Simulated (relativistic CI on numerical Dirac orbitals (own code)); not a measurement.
# I¹⁶⁺: relativistic CI calculation

I¹⁶⁺. Computed at this level: Dirac-Coulomb-Breit CI, KLI orbitals optimised for each configuration, model QED (radiative potential, 1s self-energy scaled to tabulated hydrogen-like ionisation energies) (relativistic CI on numerical Dirac orbitals, in-house).

### Input file
```
atom I  Z=53  charge=16  electrons=37
nucleus A=127  rms_radius_fm=4.7500
hamiltonian dirac-coulomb  breit=on  qed=on  c_scale=1
orbitals kli  potential=per-configuration
slater_scale 1
correlation none
mixing on
configurations
  [Kr] 4d
  [Ar] 3d10 4s2 4p5 4d2
  [Kr] 4f
  [Ar] 3d10 4s 4p6 4d2
  [Ar] 3d10 4s2 4p5 4d 4f
  [Kr] 5s
  [Kr] 5p
  [Ar] 3d10 4s 4p6 4d 4f
  [Kr] 5d
  [Ar] 3d10 4s2 4p5 4d 5s
  [Kr] 5f
  [Ar] 3d10 4p6 4d3
  [Ar] 3d10 4p5 4d4
  [Ar] 3d10 4p5 4d3 4f
end
```

Launched within a batch (the task file carries these settings):
```bash
python <driver script> task.json out
```

The program writes its results to a structured record and prints no log; tables and figures of this report are taken from that record.

### The lowest 30 levels

```tsv
Configuration	Level	E (cm⁻¹)	LS purity (%)	Landé g	Lifetime (s; – stable or not computed)
4p⁶ 4d	²D₃/₂	0	99	0.798	–
4p⁶ 4d	²D₅/₂	19,940	99	1.199	1.2×10⁻²
4p⁵ 4d²	⁴D°₁/₂	610,900	96	0.037	9.5×10⁻⁷
4p⁵ 4d²	⁴D°₃/₂	614,800	80	1.126	1.3×10⁻⁷
4p⁵ 4d²	⁴D°₅/₂	624,200	70	1.288	1.3×10⁻⁷
4p⁵ 4d²	[(4p₃/₂)³ 4d₃/₂ 4d₅/₂] J = 7/2	636,300	49	1.279	2.3×10⁻⁷
4p⁵ 4d²	[(4p₃/₂)³ (4d₃/₂)²] J = 5/2	640,100	28	1.073	4.4×10⁻⁹
4p⁵ 4d²	[(4p₃/₂)³ (4d₃/₂)²] J = 7/2	643,700	34	1.132	4.0×10⁻⁸
4p⁵ 4d²	[(4p₃/₂)³ 4d₃/₂ 4d₅/₂] J = 9/2	645,000	77	1.191	4.5×10⁻²
4p⁵ 4d²	⁴G°₁₁/₂	650,200	94	1.262	2.9×10⁻¹
4p⁵ 4d²	[(4p₃/₂)³ 4d₃/₂ 4d₅/₂] J = 5/2	654,500	58	1.326	5.2×10⁻⁸
4p⁵ 4d²	[(4p₃/₂)³ 4d₃/₂ 4d₅/₂] J = 3/2	657,400	29	1.263	2.0×10⁻⁹
4p⁵ 4d²	[(4p₃/₂)³ (4d₃/₂)²] J = 3/2	659,700	36	1.155	3.9×10⁻¹⁰
4p⁵ 4d²	[(4p₃/₂)³ 4d₃/₂ 4d₅/₂] J = 7/2	671,700	51	1.035	8.6×10⁻⁸
4p⁵ 4d²	[(4p₃/₂)³ 4d₃/₂ 4d₅/₂] J = 1/2	673,100	58	1.967	1.8×10⁻⁸
4p⁵ 4d²	[(4p₃/₂)³ (4d₅/₂)²] J = 5/2	677,800	60	1.105	7.8×10⁻¹⁰
4p⁵ 4d²	²F°₇/₂	680,300	74	1.148	1.8×10⁻¹⁰
4p⁵ 4d²	⁴F°₉/₂	681,800	66	1.258	1.3×10⁻³
4p⁵ 4d²	J = 5/2 (odd, mixed)	685,300	33	1.016	1.1×10⁻¹⁰
4p⁵ 4d²	²H°₁₁/₂	685,600	94	1.100	6.8×10⁻³
4p⁵ 4d²	[(4p₃/₂)³ 4d₃/₂ 4d₅/₂] J = 7/2	689,900	48	1.266	1.7×10⁻⁹
4p⁵ 4d²	[(4p₃/₂)³ 4d₃/₂ 4d₅/₂] J = 3/2	691,800	29	1.082	3.1×10⁻¹⁰
4p⁵ 4d²	[(4p₃/₂)³ (4d₅/₂)²] J = 1/2	701,600	73	1.116	4.7×10⁻¹⁰
4p⁵ 4d²	[(4p₃/₂)³ 4d₃/₂ 4d₅/₂] J = 5/2	705,300	31	1.021	9.8×10⁻¹¹
4p⁵ 4d²	[(4p₃/₂)³ 4d₃/₂ 4d₅/₂] J = 9/2	712,800	53	1.018	2.2×10⁻³
4p⁵ 4d²	J = 3/2 (odd, mixed)	721,500	43	0.881	5.2×10⁻¹¹
4p⁵ 4d²	J = 5/2 (odd, mixed)	736,100	30	0.907	1.1×10⁻¹⁰
4p⁵ 4d²	[(4p₃/₂)³ (4d₅/₂)²] J = 7/2	737,100	33	1.170	1.5×10⁻¹⁰
4p⁵ 4d²	[(4p₃/₂)³ (4d₅/₂)²] J = 3/2	748,700	39	1.194	4.3×10⁻¹⁰
4p⁵ 4d²	J = 5/2 (odd, mixed)	750,500	27	1.041	8.8×10⁻¹¹
```

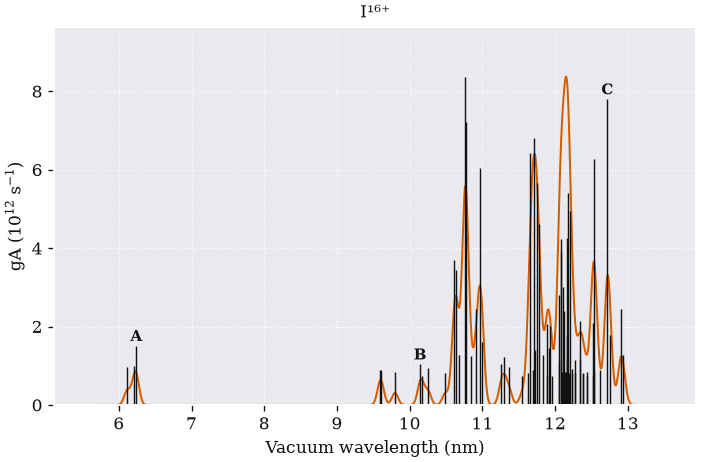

The stronger electric dipole lines (weighted rates gA) for I XVII (I¹⁶⁺). The envelope is a Gaussian of full width 0.1 nm, scaled to the tallest stick. A: 4s² 4p⁵ 4d 5s ²F°₇/₂ → 4s² 4p⁶ 4d ²D₅/₂, 6.243 nm, gA = 1.5×10¹² s⁻¹; B: 4s² 4p⁵ 4d 4f ²F₇/₂ → 4s² 4p⁵ 4d² [(4p₃/₂)³ (4d₅/₂)²] J = 7/2, 10.15 nm, gA = 1.0×10¹² s⁻¹; C: 4s² 4p⁵ 4d 4f ²G₉/₂ → 4s² 4p⁵ 4d² ²F°₇/₂, 12.72 nm, gA = 7.8×10¹² s⁻¹. The strongest lettered line, C, lies in the extreme ultraviolet region.

### Key numbers

- outcome: converged
- lowest level: 4s² 4p⁶ 4d ²D₃/₂
- first excited level: 4s² 4p⁶ 4d ²D₅/₂, 19,944 cm⁻¹
- ionisation energy: 393.229 eV
- levels computed: 1626
- SCF iterations: 109
- hardware: 1 thread of Intel Xeon (Granite Rapids), 16 GiB of memory available, shared host
- wall time: 1.1 s

### Remarks

Caveats: only a limited list of configurations is included, so lower levels can be missing; only lines among the lowest 200 of 1626 levels are drawn.
